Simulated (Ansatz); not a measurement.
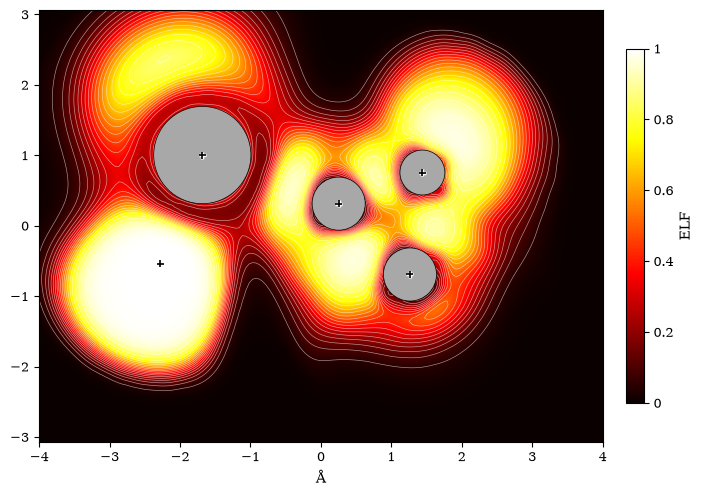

The electron localisation function on a plane through atoms (crosses mark nuclei in the plane; grey discs cover the cores).

These are results of isolated molecule in a Gaussian basis; Hartree-Fock in Ansatz 0.2.0, not measurements.

Candidates:
A. Cl$_{3}$FSn (SMILES [F][Sn]([Cl])([Cl])[Cl])
B. C$_{2}$H$_{2}$FNTe (SMILES FC1N=C1[TeH])
C. C$_{2}$H$_{7}$AlO$_{2}$ (SMILES C[O][Al]([CH3])[OH])

Which candidate gave the map?

Candidate B: C$_{2}$H$_{2}$FNTe on the plane of atoms N3, C2 and C4, which holds C, N, Te and H. C–N (1.27 Å): the ELF peaks at about 0.90 between the atoms: a multiple bond. C–C (1.43 Å): the ELF peaks at about 0.85 between the atoms; localised, covalent bonding.
